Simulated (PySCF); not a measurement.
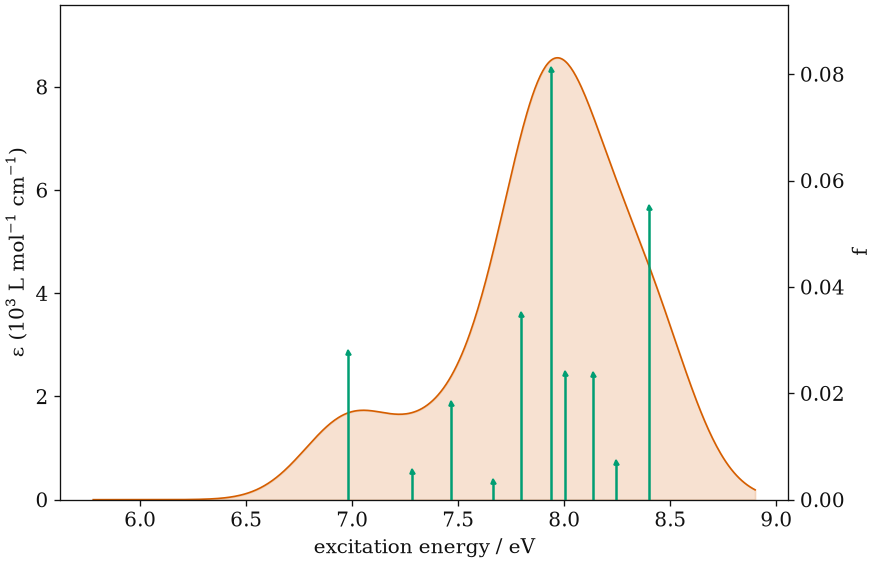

Computed absorption of C₅H₁₄OSi (SiHMe2(OiPr)), SMILES [H][Si](C)(C)OC(C)C. Vertical TDDFT excitations, B3LYP/def2-SVPD, PySCF, at a PBE0-D3(BJ)/def2-SVP geometry (no frequency check), gas phase. The lowest 10 singlet states are shown; each is broadened by a Gaussian of 1/e half-width 0.30 eV. Sticks give oscillator strengths (right axis).

> Which of the computed transitions is the brightest, and what character does the calculation give it?

S6 at 7.94 eV (156 nm), f = 0.081, mainly HOMO−1 → LUMO+1 (78 %).

> List the transitions behind the spectrum.

| state | E (eV) | λ (nm) | f | main character |
| --- | --- | --- | --- | --- |
| S1 | 6.98 | 178 | 0.028 | HOMO → LUMO (95 %) |
| S2 | 7.28 | 170 | 0.005 | HOMO → LUMO+1 (90 %) |
| S3 | 7.46 | 166 | 0.018 | HOMO → LUMO+2 (94 %) |
| S4 | 7.66 | 162 | 0.003 | HOMO−1 → LUMO (91 %) |
| S5 | 7.80 | 159 | 0.035 | HOMO → LUMO+3 (92 %) |
| S6 | 7.94 | 156 | 0.081 | HOMO−1 → LUMO+1 (78 %) |
| S7 | 8.00 | 155 | 0.024 | HOMO → LUMO+4 (81 %) |
| S8 | 8.14 | 152 | 0.024 | HOMO−1 → LUMO+2 (96 %) |
| S9 | 8.24 | 150 | 0.007 | HOMO−2 → LUMO (82 %) |
| S10 | 8.40 | 148 | 0.055 | HOMO → LUMO+5 (78 %) |

Note: states above the negative HOMO energy depend on the basis; one conformer of a flexible molecule; core orbitals are frozen in the response.
